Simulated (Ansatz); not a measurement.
## Electronic structure of H₆OSi₂···NH₃ in real space

Input file:

```
crystal:
  periodic: [false, false, false]
  atoms:
    - { symbol: Si, position_ang: [-1.067261, 0.153734, 0.297246] }
    - { symbol: "N", position_ang: [1.758823, -0.822803, 1.231299] }
    - { symbol: H, position_ang: [-2.506636, 0.568348, 0.179878] }
    - { symbol: H, position_ang: [-1.083572, -1.158662, 1.009794] }
    - { symbol: Si, position_ang: [-0.208308, 0.055946, -1.879439] }
    - { symbol: H, position_ang: [1.667039, 0.186253, 1.117443] }
    - { symbol: O, position_ang: [-0.239872, 1.411972, 1.147818] }
    - { symbol: H, position_ang: [1.586812, -1.271703, 0.335798] }
    - { symbol: H, position_ang: [1.028622, -1.120305, 1.873988] }
    - { symbol: H, position_ang: [-0.887256, -1.05244, -2.621706] }
    - { symbol: H, position_ang: [1.26904, -0.168729, -1.924015] }
    - { symbol: H, position_ang: [-0.524938, 1.34984, -2.559768] }
    - { symbol: H, position_ang: [-0.792495, 1.868649, 1.791564] }
basis:
  gaussian: { orbitals: def2-SVP }
hamiltonian:
  xc: pbe0
  dispersion: d4
relax:
  f_tol: 0.03
  max_steps: 50
output:
  orbitals: {}
```

Launched as:

```sh
ansatz run input.yaml --threads 2 --pin off --max-ram 3072MiB --backend cpu --events-out ev --progress --plain --runs-dir out
```

The fields are those of the run's last geometry, not of the input's.

Level of theory: RKS PBE0-D4/def2-SVP in Ansatz.

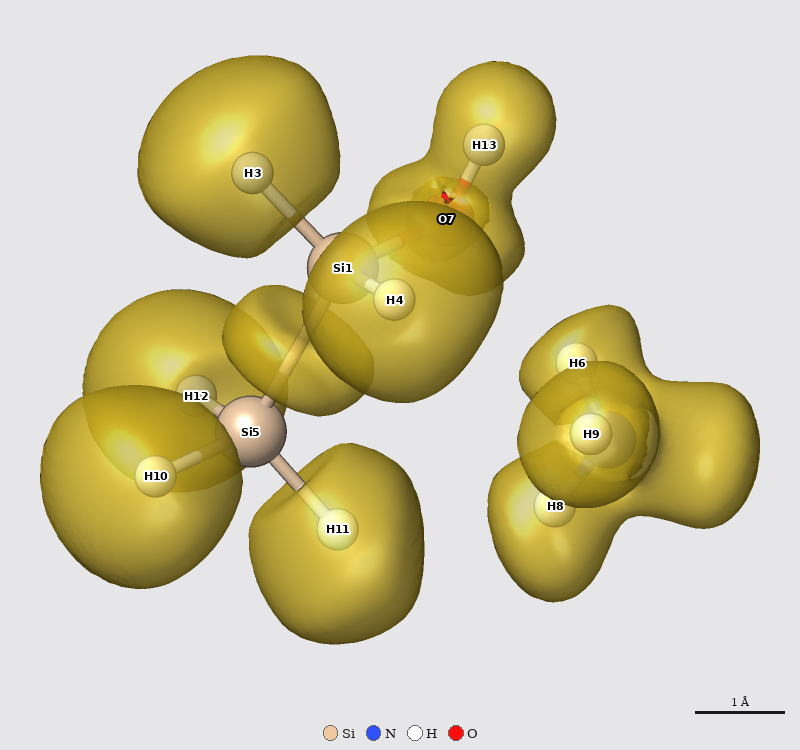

Figure 1. Isosurface of the electron localisation function at 0.75 (yellow), seen at a tilt. Core shells and regions of very low density are left out.

Q: Identify the bonds, lone pairs and shells in this picture.

A: The surface consists of one region between bonded Si–Si atoms (shared pairs), five regions around hydrogen nuclei, one joined region spread over several atoms (H, N), in which their bonds and any lone pairs are merged and one joined region spread over several atoms (H, O), in which their bonds and any lone pairs are merged. Profiles from the grid: O7···H6 (2.20 Å): the ELF dips to about 0.05 between them: by its geometry a hydrogen bond between the two molecules, with no shared pair. Si–O (1.68 Å): the ELF peaks at about 0.85 between the atoms: a shared but strongly polarised pair.

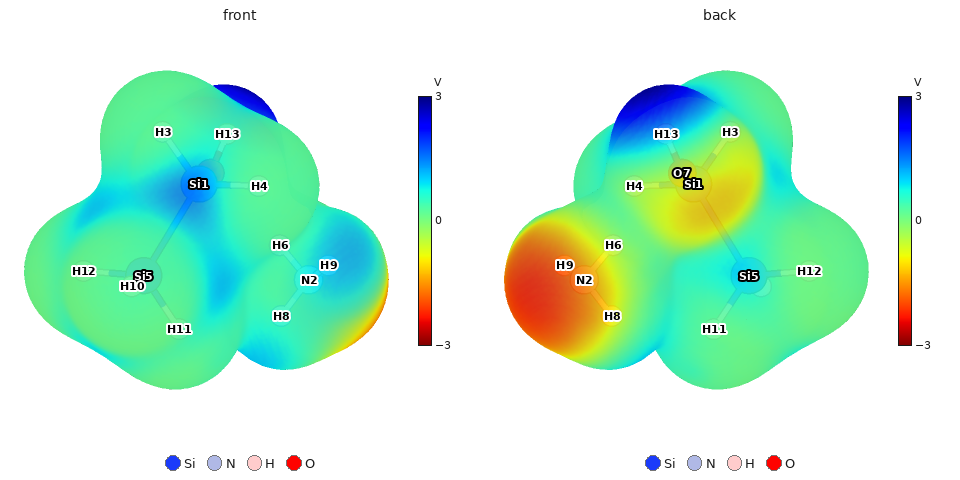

Figure 2. The electrostatic potential painted on the density surface at 0.002 e/bohr³, seen from the front and from behind; red is negative and blue positive.

Q: Which sites attract a positive test charge, and which a negative one?

A: A positive charge is drawn to the negative regions and a negative charge to the positive ones. The most negative region (about −2.3 V) lies over N2, the most positive (about +2.7 V) over H13. N2 is the likeliest acceptor of a hydrogen bond.

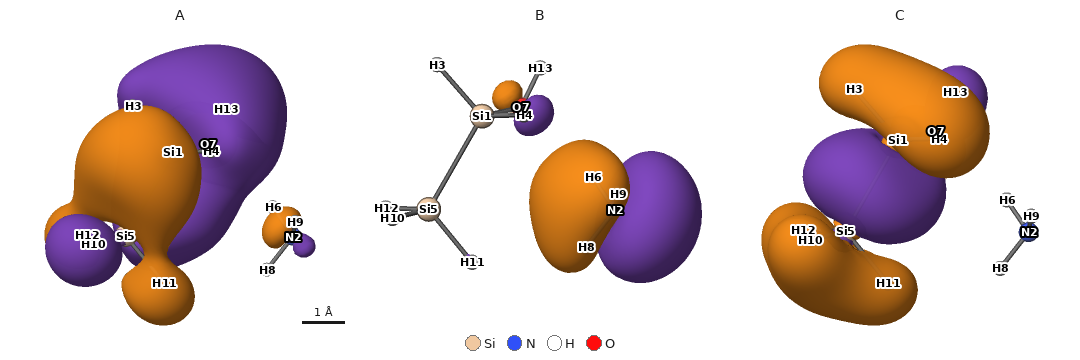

Figure 3. Three frontier orbitals at ±0.06 Å⁻³ᐟ² (orange and purple are the two phases), in no order.

Q: Which picture is the HOMO−1, the HOMO and the LUMO?

A: C is the HOMO−1 (−8.38 eV). By Hirshfeld shares it lies mainly on Si5 (about 35 %), Si1 (about 30 %), H4 (about 10 %) and O7 (about 10 %). B is the HOMO (−6.97 eV). It lies mainly on N2 (about 80 %); largely a lone pair of N2. A is the LUMO (−0.25 eV). By Hirshfeld shares it lies mainly on Si1 (about 35 %), Si5 (about 20 %), O7 (about 10 %) and H13 (about 10 %).

Q: What is the HOMO–LUMO gap?

A: 6.72 eV between the orbital energies.
